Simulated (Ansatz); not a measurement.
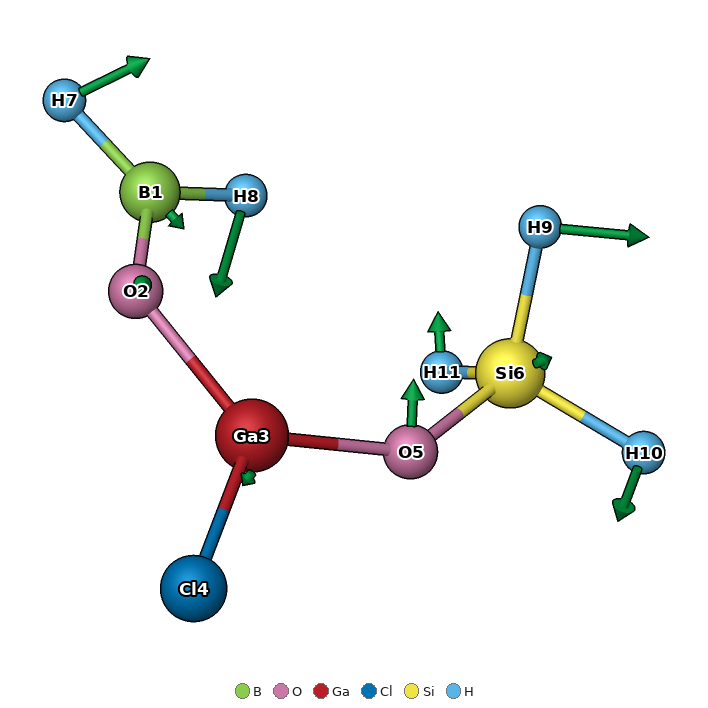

The arrows show one normal mode. Harmonic vibrations computed with RKS PBE0-D4/def2-TZVP (Ansatz 0.2.0) at a stationary point of the same level.

Estimate its harmonic wavenumber.

Answer. 168 cm⁻¹; it is mode 7 of 27 counted from the lowest.
